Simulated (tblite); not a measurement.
**Geometry relaxation of C₇H₇O (part 2 of 2)**

C₇H₇O, multiplicity 2, SMILES [CH2]C(=C)c1ccco1; GFN2-xTB geometry optimisation, gas phase (tblite 0.8.0). It belongs to a series of runs on one base structure; here: X = H replaced by 2-furyl.

Geometry of the input (Å):
```
C  -1.9327  -0.2286  1.2741
C  -1.1697  0.3676  0.1949
C  -1.7386  1.3067  -0.5475
C  0.1930  0.0086  -0.1142
C  1.0269  -0.9365  0.5120
C  2.2705  -0.9265  -0.1661
C  2.1597  0.0150  -1.1581
O  0.9333  0.5762  -1.1283
H  -2.9565  0.0857  1.4612
H  -1.5185  -0.9927  1.9137
H  -2.7712  1.6357  -0.3814
H  -1.2287  1.7920  -1.3690
H  0.7544  -1.5568  1.3558
H  3.1509  -1.5283  0.0496
H  2.8228  0.3898  -1.9185
```

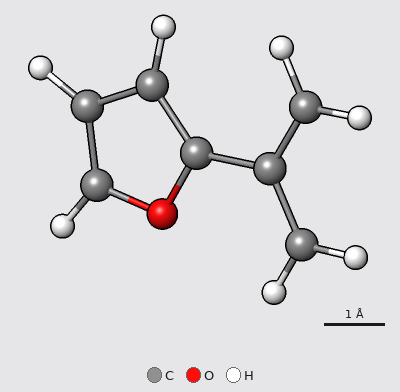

Figure 1. The geometry at step 19 of the log (ball-and-stick view, seen at an oblique angle).

## Trajectory as extended XYZ, continued
```
15
Properties=species:S:1:pos:R:3:forces:R:3 step=12 energy=-612.84313
C    -1.8741   -0.2246    1.2395    0.0030   0.0160  -0.0280
C    -1.1731    0.3663    0.2058    0.0180   0.0130  -0.0110
C    -1.7547    1.3404   -0.5820   -0.0260   0.0440  -0.0410
C     0.2051   -0.0342   -0.0686    0.0190  -0.0040  -0.0060
C     1.0207   -0.9561    0.5353   -0.0050  -0.0010  -0.0050
C     2.2496   -0.9172   -0.1575    0.0420  -0.0010  -0.0180
C     2.1018    0.0208   -1.1305   -0.0520   0.0390  -0.0120
O     0.8752    0.5578   -1.0850   -0.0550   0.0380  -0.0170
H    -2.8859    0.0852    1.4231   -0.0260  -0.0490   0.0700
H    -1.4540   -0.9836    1.8693    0.0130   0.0060  -0.0100
H    -2.7677    1.6494   -0.3972    0.0150   0.0150  -0.0240
H    -1.2223    1.8082   -1.3886    0.0130  -0.0180   0.0140
H     0.7828   -1.5853    1.3660   -0.0140  -0.0300   0.0400
H     3.1227   -1.5020    0.0356    0.0600  -0.0660   0.0460
H     2.7696    0.3831   -1.8871   -0.0050  -0.0010   0.0010
15
Properties=species:S:1:pos:R:3:forces:R:3 step=13 energy=-612.84408
C    -1.8750   -0.2232    1.2382    0.0080   0.0000  -0.0110
C    -1.1737    0.3672    0.2049   -0.0150   0.0320  -0.0120
C    -1.7543    1.3423   -0.5841   -0.0010   0.0010  -0.0080
C     0.2045   -0.0361   -0.0661    0.0000   0.0240  -0.0330
C     1.0214   -0.9573    0.5359    0.0000  -0.0180   0.0150
C     2.2504   -0.9178   -0.1573    0.0210   0.0070  -0.0150
C     2.1003    0.0209   -1.1298   -0.0410   0.0280  -0.0070
O     0.8734    0.5562   -1.0822   -0.0400   0.0600  -0.0490
H    -2.8876    0.0813    1.4284   -0.0040  -0.0410   0.0490
H    -1.4481   -0.9816    1.8642    0.0010  -0.0040   0.0060
H    -2.7668    1.6514   -0.4000   -0.0020   0.0190  -0.0190
H    -1.2213    1.8089   -1.3899    0.0270  -0.0050  -0.0060
H     0.7835   -1.5863    1.3663   -0.0100  -0.0410   0.0510
H     3.1231   -1.5029    0.0371    0.0560  -0.0580   0.0360
H     2.7657    0.3850   -1.8876    0.0000  -0.0050   0.0030
15
Properties=species:S:1:pos:R:3:forces:R:3 step=14 energy=-612.84475
C    -1.8755   -0.2221    1.2370    0.0020  -0.0190   0.0160
C    -1.1745    0.3685    0.2040   -0.0180   0.0310  -0.0120
C    -1.7540    1.3438   -0.5859    0.0110  -0.0190   0.0080
C     0.2041   -0.0371   -0.0646   -0.0230   0.0350  -0.0350
C     1.0218   -0.9584    0.5365    0.0000  -0.0190   0.0200
C     2.2513   -0.9182   -0.1574    0.0030   0.0030  -0.0010
C     2.0985    0.0213   -1.1292   -0.0130   0.0160  -0.0090
O     0.8714    0.5560   -1.0809   -0.0120   0.0460  -0.0480
H    -2.8889    0.0775    1.4334    0.0180  -0.0320   0.0270
H    -1.4434   -0.9800    1.8602   -0.0080  -0.0060   0.0130
H    -2.7661    1.6533   -0.4025   -0.0110   0.0210  -0.0160
H    -1.2201    1.8094   -1.3910    0.0330   0.0030  -0.0180
H     0.7839   -1.5878    1.3675   -0.0020  -0.0280   0.0320
H     3.1244   -1.5045    0.0389    0.0200  -0.0240   0.0160
H     2.7626    0.3864   -1.8879    0.0010  -0.0070   0.0070
15
Properties=species:S:1:pos:R:3:forces:R:3 step=15 energy=-612.84506
C    -1.8758   -0.2220    1.2368    0.0090  -0.0170   0.0130
C    -1.1751    0.3694    0.2036   -0.0210   0.0170   0.0010
C    -1.7538    1.3445   -0.5868    0.0110  -0.0160   0.0070
C     0.2038   -0.0371   -0.0645   -0.0170   0.0210  -0.0210
C     1.0218   -0.9590    0.5370   -0.0070  -0.0050   0.0090
C     2.2518   -0.9183   -0.1575   -0.0130   0.0050   0.0040
C     2.0974    0.0219   -1.1292    0.0040   0.0000  -0.0010
O     0.8703    0.5567   -1.0811    0.0060   0.0160  -0.0240
H    -2.8893    0.0752    1.4362    0.0210  -0.0250   0.0170
H    -1.4415   -0.9795    1.8587   -0.0070  -0.0110   0.0170
H    -2.7658    1.6546   -0.4039   -0.0110   0.0210  -0.0160
H    -1.2189    1.8096   -1.3918    0.0300   0.0020  -0.0160
H     0.7840   -1.5891    1.3687    0.0040  -0.0070   0.0050
H     3.1253   -1.5057    0.0400   -0.0120   0.0040   0.0010
H     2.7613    0.3869   -1.8880    0.0040  -0.0060   0.0040
15
Properties=species:S:1:pos:R:3:forces:R:3 step=16 energy=-612.84520
C    -1.8757   -0.2222    1.2369    0.0090  -0.0150   0.0120
C    -1.1756    0.3699    0.2036   -0.0050   0.0030   0.0030
C    -1.7537    1.3446   -0.5872    0.0020   0.0000  -0.0040
C     0.2035   -0.0367   -0.0650   -0.0120   0.0080  -0.0060
C     1.0215   -0.9591    0.5371   -0.0120   0.0090  -0.0030
C     2.2518   -0.9182   -0.1575   -0.0180   0.0040   0.0070
C     2.0971    0.0221   -1.1292    0.0090  -0.0040   0.0010
O     0.8700    0.5573   -1.0817    0.0090  -0.0040  -0.0030
H    -2.8891    0.0739    1.4376    0.0170  -0.0200   0.0130
H    -1.4411   -0.9796    1.8587   -0.0030  -0.0120   0.0160
H    -2.7659    1.6553   -0.4048   -0.0020   0.0180  -0.0180
H    -1.2180    1.8096   -1.3922    0.0220  -0.0040  -0.0050
H     0.7841   -1.5897    1.3693    0.0060   0.0060  -0.0110
H     3.1255   -1.5062    0.0404   -0.0270   0.0170  -0.0050
H     2.7611    0.3870   -1.8880    0.0060  -0.0050   0.0030
15
Properties=species:S:1:pos:R:3:forces:R:3 step=17 energy=-612.84534
C    -1.8754   -0.2228    1.2373    0.0130  -0.0070   0.0030
C    -1.1761    0.3704    0.2037    0.0020  -0.0100   0.0070
C    -1.7536    1.3448   -0.5876   -0.0060   0.0120  -0.0110
C     0.2030   -0.0362   -0.0656    0.0000  -0.0060   0.0060
C     1.0210   -0.9589    0.5372   -0.0180   0.0200  -0.0120
C     2.2514   -0.9181   -0.1573   -0.0180   0.0050   0.0060
C     2.0970    0.0222   -1.1292    0.0070  -0.0060   0.0040
O     0.8700    0.5579   -1.0824    0.0070  -0.0180   0.0140
H    -2.8887    0.0723    1.4391    0.0070  -0.0130   0.0110
H    -1.4408   -0.9800    1.8590    0.0050  -0.0150   0.0150
H    -2.7660    1.6564   -0.4059    0.0070   0.0150  -0.0200
H    -1.2167    1.8094   -1.3926    0.0120  -0.0110   0.0070
H     0.7842   -1.5901    1.3696    0.0040   0.0170  -0.0220
H     3.1252   -1.5063    0.0408   -0.0330   0.0220  -0.0060
H     2.7610    0.3869   -1.8879    0.0090  -0.0040   0.0010
15
Properties=species:S:1:pos:R:3:forces:R:3 step=18 energy=-612.84554
C    -1.8747   -0.2236    1.2378    0.0110   0.0000  -0.0010
C    -1.1769    0.3710    0.2039    0.0140  -0.0220   0.0060
C    -1.7534    1.3451   -0.5884   -0.0120   0.0230  -0.0150
C     0.2022   -0.0355   -0.0663    0.0090  -0.0150   0.0160
C     1.0200   -0.9585    0.5372   -0.0180   0.0260  -0.0190
C     2.2505   -0.9178   -0.1570   -0.0150   0.0040   0.0030
C     2.0968    0.0223   -1.1292    0.0020  -0.0040   0.0030
O     0.8699    0.5583   -1.0831    0.0000  -0.0240   0.0250
H    -2.8879    0.0695    1.4418   -0.0030  -0.0040   0.0050
H    -1.4401   -0.9808    1.8596    0.0140  -0.0140   0.0080
H    -2.7659    1.6585   -0.4080    0.0180   0.0100  -0.0210
H    -1.2144    1.8091   -1.3933    0.0000  -0.0190   0.0210
H     0.7845   -1.5904    1.3696   -0.0020   0.0230  -0.0260
H     3.1241   -1.5061    0.0413   -0.0290   0.0190  -0.0050
H     2.7610    0.3867   -1.8878    0.0110  -0.0040   0.0000
15
Properties=species:S:1:pos:R:3:forces:R:3 step=19 energy=-612.84574
C    -1.8738   -0.2246    1.2384    0.0080   0.0050  -0.0030
C    -1.1777    0.3716    0.2039    0.0110  -0.0250   0.0050
C    -1.7533    1.3458   -0.5894   -0.0090   0.0170  -0.0070
C     0.2013   -0.0350   -0.0666    0.0130  -0.0140   0.0160
C     1.0187   -0.9579    0.5370   -0.0130   0.0220  -0.0160
C     2.2492   -0.9173   -0.1566   -0.0070   0.0040  -0.0030
C     2.0966    0.0224   -1.1290   -0.0060   0.0000   0.0010
O     0.8696    0.5584   -1.0833   -0.0070  -0.0160   0.0210
H    -2.8869    0.0661    1.4450   -0.0100   0.0050  -0.0010
H    -1.4387   -0.9817    1.8601    0.0220  -0.0100   0.0000
H    -2.7656    1.6610   -0.4109    0.0220   0.0060  -0.0180
H    -1.2119    1.8084   -1.3937   -0.0080  -0.0220   0.0270
H     0.7849   -1.5903    1.3691   -0.0110   0.0220  -0.0200
H     3.1224   -1.5055    0.0418   -0.0170   0.0100  -0.0010
H     2.7609    0.3866   -1.8876    0.0120  -0.0040   0.0000
15
Properties=species:S:1:pos:R:3:forces:R:3 step=20 energy=-612.84586
C    -1.8730   -0.2252    1.2387    0.0010   0.0020   0.0030
C    -1.1783    0.3718    0.2039    0.0050  -0.0190   0.0020
C    -1.7532    1.3463   -0.5901   -0.0010   0.0030   0.0060
C     0.2007   -0.0348   -0.0666    0.0060  -0.0040   0.0070
C     1.0178   -0.9574    0.5368   -0.0020   0.0100  -0.0070
C     2.2482   -0.9169   -0.1564   -0.0010   0.0030  -0.0060
C     2.0962    0.0225   -1.1289   -0.0090   0.0050  -0.0030
O     0.8693    0.5582   -1.0831   -0.0110   0.0000   0.0060
H    -2.8864    0.0639    1.4472   -0.0080   0.0090  -0.0070
H    -1.4371   -0.9825    1.8602    0.0220  -0.0040  -0.0080
H    -2.7651    1.6630   -0.4133    0.0160   0.0040  -0.0130
H    -1.2102    1.8077   -1.3937   -0.0050  -0.0180   0.0210
H     0.7849   -1.5900    1.3685   -0.0180   0.0140  -0.0070
H     3.1209   -1.5049    0.0421   -0.0030   0.0000   0.0040
H     2.7608    0.3864   -1.8875    0.0090  -0.0040   0.0020
15
Properties=species:S:1:pos:R:3:forces:R:3 step=21 energy=-612.84593
C    -1.8727   -0.2255    1.2390   -0.0030  -0.0010   0.0060
C    -1.1785    0.3716    0.2039   -0.0040  -0.0100   0.0020
C    -1.7531    1.3465   -0.5902    0.0060  -0.0110   0.0150
C     0.2004   -0.0348   -0.0664   -0.0010   0.0040  -0.0020
C     1.0174   -0.9570    0.5367    0.0040  -0.0010   0.0010
C     2.2477   -0.9167   -0.1564    0.0030   0.0020  -0.0060
C     2.0959    0.0226   -1.1289   -0.0090   0.0060  -0.0050
O     0.8689    0.5581   -1.0828   -0.0090   0.0110  -0.0060
H    -2.8862    0.0629    1.4482   -0.0030   0.0090  -0.0080
H    -1.4359   -0.9829    1.8601    0.0180   0.0010  -0.0110
H    -2.7646    1.6640   -0.4148    0.0060   0.0040  -0.0070
H    -1.2094    1.8071   -1.3934    0.0020  -0.0110   0.0110
H     0.7846   -1.5896    1.3680   -0.0200   0.0060   0.0030
H     3.1200   -1.5046    0.0424    0.0050  -0.0050   0.0050
H     2.7609    0.3862   -1.8873    0.0050  -0.0030   0.0030
15
Properties=species:S:1:pos:R:3:forces:R:3 step=22 energy=-612.84599
C    -1.8724   -0.2257    1.2393   -0.0060  -0.0050   0.0090
C    -1.1787    0.3712    0.2040   -0.0080   0.0000   0.0020
C    -1.7529    1.3464   -0.5900    0.0090  -0.0180   0.0170
C     0.2002   -0.0347   -0.0663   -0.0070   0.0090  -0.0090
C     1.0171   -0.9567    0.5365    0.0080  -0.0080   0.0060
C     2.2473   -0.9165   -0.1565    0.0040   0.0010  -0.0050
C     2.0955    0.0228   -1.1290   -0.0050   0.0050  -0.0050
O     0.8684    0.5581   -1.0827   -0.0040   0.0160  -0.0140
H    -2.8861    0.0625    1.4487    0.0020   0.0060  -0.0070
H    -1.4345   -0.9832    1.8597    0.0120   0.0040  -0.0100
H    -2.7640    1.6649   -0.4160   -0.0040   0.0030  -0.0010
H    -1.2088    1.8063   -1.3929    0.0100  -0.0050   0.0000
H     0.7839   -1.5890    1.3677   -0.0190   0.0010   0.0090
H     3.1194   -1.5045    0.0426    0.0080  -0.0060   0.0040
H     2.7611    0.3860   -1.8871    0.0000  -0.0020   0.0030
15
Properties=species:S:1:pos:R:3:forces:R:3 step=23 energy=-612.84605
C    -1.8723   -0.2261    1.2398   -0.0040  -0.0060   0.0060
C    -1.1790    0.3706    0.2042   -0.0090   0.0070   0.0020
C    -1.7526    1.3461   -0.5896    0.0070  -0.0160   0.0120
C     0.2000   -0.0345   -0.0663   -0.0080   0.0080  -0.0100
C     1.0169   -0.9564    0.5364    0.0070  -0.0100   0.0080
C     2.2470   -0.9162   -0.1567    0.0030   0.0000  -0.0020
C     2.0950    0.0231   -1.1292    0.0000   0.0020  -0.0030
O     0.8679    0.5585   -1.0828    0.0010   0.0120  -0.0140
H    -2.8860    0.0621    1.4490    0.0050   0.0020  -0.0050
H    -1.4330   -0.9835    1.8594    0.0050   0.0040  -0.0070
H    -2.7635    1.6658   -0.4173   -0.0110   0.0010   0.0060
H    -1.2080    1.8054   -1.3922    0.0150  -0.0010  -0.0060
H     0.7828   -1.5884    1.3675   -0.0150  -0.0010   0.0100
H     3.1190   -1.5044    0.0429    0.0070  -0.0040   0.0010
H     2.7614    0.3857   -1.8869   -0.0040   0.0010   0.0020
15
Properties=species:S:1:pos:R:3:forces:R:3 step=24 energy=-612.84609
C    -1.8722   -0.2264    1.2403   -0.0020  -0.0050   0.0010
C    -1.1793    0.3702    0.2044   -0.0030   0.0080   0.0020
C    -1.7524    1.3458   -0.5893    0.0020  -0.0060   0.0020
C     0.1998   -0.0342   -0.0666   -0.0050   0.0030  -0.0070
C     1.0167   -0.9562    0.5363    0.0020  -0.0060   0.0040
C     2.2469   -0.9160   -0.1569    0.0010  -0.0010   0.0010
C     2.0947    0.0233   -1.1294    0.0030  -0.0010   0.0000
O     0.8676    0.5590   -1.0832    0.0030   0.0040  -0.0060
H    -2.8859    0.0619    1.4492    0.0050   0.0000  -0.0010
H    -1.4320   -0.9837    1.8591    0.0010   0.0020  -0.0020
H    -2.7633    1.6665   -0.4181   -0.0090  -0.0020   0.0080
H    -1.2072    1.8046   -1.3918    0.0140  -0.0020  -0.0050
H     0.7818   -1.5880    1.3675   -0.0110   0.0010   0.0050
H     3.1188   -1.5044    0.0431    0.0040   0.0000  -0.0020
H     2.7616    0.3856   -1.8868   -0.0050   0.0030   0.0000
15
Properties=species:S:1:pos:R:3:forces:R:3 step=25 energy=-612.84610
C    -1.8722   -0.2267    1.2405    0.0010  -0.0010  -0.0030
C    -1.1794    0.3702    0.2046    0.0010   0.0050   0.0010
C    -1.7524    1.3457   -0.5891   -0.0020   0.0010  -0.0040
C     0.1997   -0.0340   -0.0668    0.0000  -0.0010  -0.0020
C     1.0166   -0.9561    0.5363   -0.0020  -0.0010   0.0000
C     2.2468   -0.9159   -0.1569   -0.0010  -0.0010   0.0020
C     2.0946    0.0234   -1.1294    0.0030  -0.0020   0.0020
O     0.8675    0.5593   -1.0835    0.0030  -0.0020   0.0000
H    -2.8858    0.0618    1.4493    0.0030  -0.0010   0.0000
H    -1.4315   -0.9838    1.8590    0.0010   0.0000   0.0000
H    -2.7633    1.6667   -0.4183   -0.0040  -0.0040   0.0070
H    -1.2066    1.8042   -1.3916    0.0100  -0.0030  -0.0010
H     0.7812   -1.5878    1.3676   -0.0080   0.0030   0.0010
H     3.1187   -1.5044    0.0432    0.0010   0.0020  -0.0030
H     2.7617    0.3855   -1.8868   -0.0040   0.0040  -0.0020
15
Properties=species:S:1:pos:R:3:forces:R:3 step=26 energy=-612.84611
C    -1.8722   -0.2268    1.2405    0.0030   0.0010  -0.0050
C    -1.1795    0.3703    0.2047    0.0040   0.0020   0.0000
C    -1.7524    1.3456   -0.5892   -0.0040   0.0060  -0.0060
C     0.1996   -0.0340   -0.0670    0.0020  -0.0030   0.0010
C     1.0165   -0.9561    0.5363   -0.0050   0.0030  -0.0020
C     2.2468   -0.9159   -0.1569   -0.0020  -0.0010   0.0030
C     2.0946    0.0234   -1.1294    0.0020  -0.0020   0.0020
O     0.8676    0.5594   -1.0837    0.0020  -0.0050   0.0040
H    -2.8857    0.0617    1.4494    0.0010  -0.0010   0.0010
H    -1.4313   -0.9839    1.8590    0.0010  -0.0010   0.0010
H    -2.7634    1.6667   -0.4182    0.0010  -0.0040   0.0050
H    -1.2061    1.8040   -1.3916    0.0050  -0.0040   0.0030
H     0.7807   -1.5876    1.3677   -0.0060   0.0050  -0.0010
H     3.1188   -1.5044    0.0432    0.0000   0.0030  -0.0030
H     2.7616    0.3856   -1.8868   -0.0030   0.0030  -0.0020
```

## Results in brief

| quantity | value |
| --- | --- |
| outcome | converged |
| total energy | −612.8461 eV |
| hardware | 1 CPU thread, shared host |
| peak memory | 0.18 GiB |
